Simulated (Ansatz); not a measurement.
C2H5AlCl (SMILES [CH2][Al]([CH3])[Cl]) (doublet)

Input

```
crystal:
  periodic: [false, false, false]
  atoms:
    - {symbol: C, position_ang: [0.198774, 1.351247, 1.644559]}
    - {symbol: C, position_ang: [0.550028, -2.064464, 1.762392]}
    - {symbol: Al, position_ang: [0.102504, -0.401959, 0.862359]}
    - {symbol: Cl, position_ang: [-0.549259, -0.496491, -1.151251]}
    - {symbol: H, position_ang: [0.519947, 1.545834, 2.677236]}
    - {symbol: H, position_ang: [-0.061176, 2.274443, 1.109662]}
    - {symbol: H, position_ang: [-0.315412, -2.747753, 1.776989]}
    - {symbol: H, position_ang: [0.876197, -1.907157, 2.802359]}
    - {symbol: H, position_ang: [1.357114, -2.594045, 1.229226]}
basis:
  gaussian:
    orbitals: def2-TZVPD
hamiltonian:
  xc: {name: PBE0}
output: {forces: true, orbitals: {seedname: orbitals}}
magnetization:
  spin_polarized: true
  initial_magnetization: 1
```

Command:

```sh
ansatz run input.yaml --threads 2 --pin off --max-ram 4350MiB --events-out events.jsonl --progress --plain --runs-dir runs
```

Geometry: PBE0-D3(BJ)/def2-SVP.

Theory: isolated molecule in a Gaussian basis; Kohn-Sham density functional theory, functional PBE0 in Ansatz 0.2.0.

**What can the converged electron density, electron localisation function and spin density tell about the bonding?**

C–Al (1.92 Å): ρ at the midpoint is about 0.75 e/Å³; the ELF peaks at about 0.95 between the atoms; a shared but strongly polarised pair.
Al–Cl (2.12 Å): ρ is about 0.71 e/Å³ halfway; the ELF peaks at about 0.85 in the valence shell of Cl, 0.9 Å from its nucleus, and is about 0.80 at the midpoint.
C–H (1.10 Å): the density is about 2 e/Å³ at the midpoint; the ELF climbs to about 1 towards the hydrogen, as it does in any bond to H; an ordinary covalent bond to hydrogen.
The unpaired spin (1 electron) lies mostly on C1 (about 0.8) and Al3 (about 0.2), in electrons by Hirshfeld's partition.

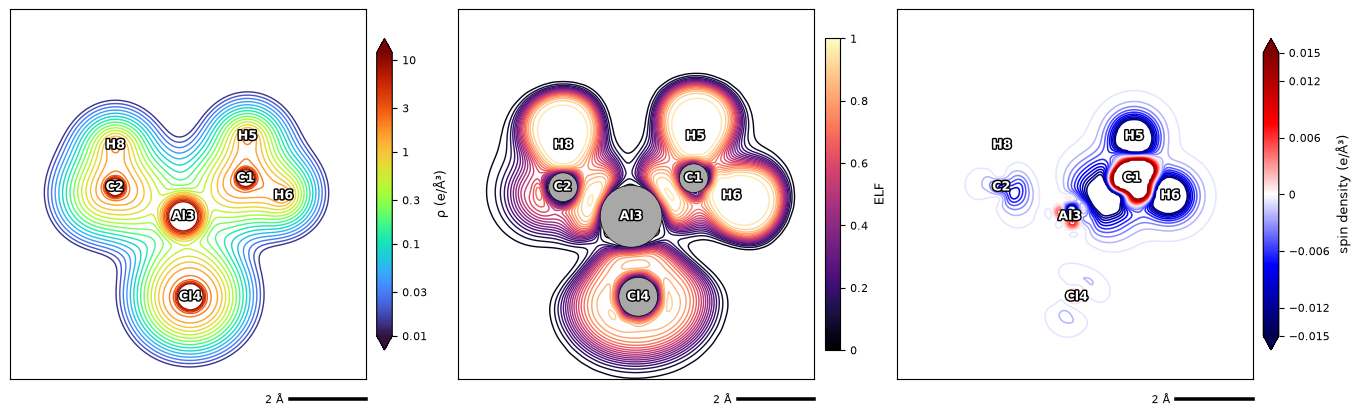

Computed electron density, electron localisation function and spin density on the plane of atoms Al3, C1 and H6, in this order. Grey discs cover the atomic cores in the ELF map. 
